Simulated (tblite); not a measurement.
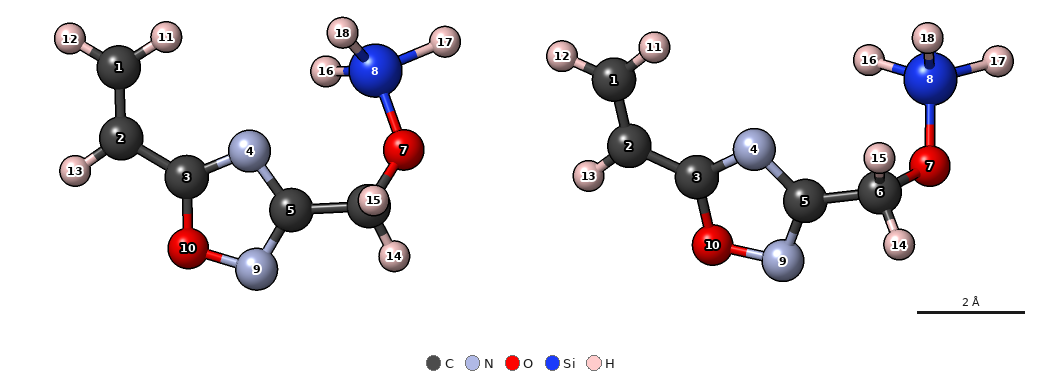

Two geometries of C5H8N2O2Si, drawn at one scale. One is the start of a relaxation, the other its converged end. Style: ball-and-stick. Shown face on.

Computed with GFN2-xTB geometry optimisation, gas phase (tblite 0.8.0). 

Q: Which one is relaxed?

A: The left one is the relaxed one. The energy falls by 8.86 kcal/mol in 142 geometry steps. The largest move after the best rigid fit is that of H18, 1.22 Å. By element the largest moves are H 1.22 Å, Si 0.69 Å, C 0.60 Å, O 0.51 Å, N 0.47 Å. Near-neighbour distances that change, for instance: C3–O10 1.384 → 1.341 Å, O7–Si8 1.670 → 1.627 Å, C6–O7 1.426 → 1.384 Å, C2–C3 1.402 → 1.440 Å. Among the angles between lasting bonds that change: O7–Si8–H17 108.9° → 96.4°, C6–O7–Si8 118.8° → 130.6°, H17–Si8–H18 109.0° → 113.1°. Groups turn about C5–C6 by about 50°, C6–O7 by about 45°. Cost: 2.1 s on 1 thread of Arm Neoverse N1, on a shared host.
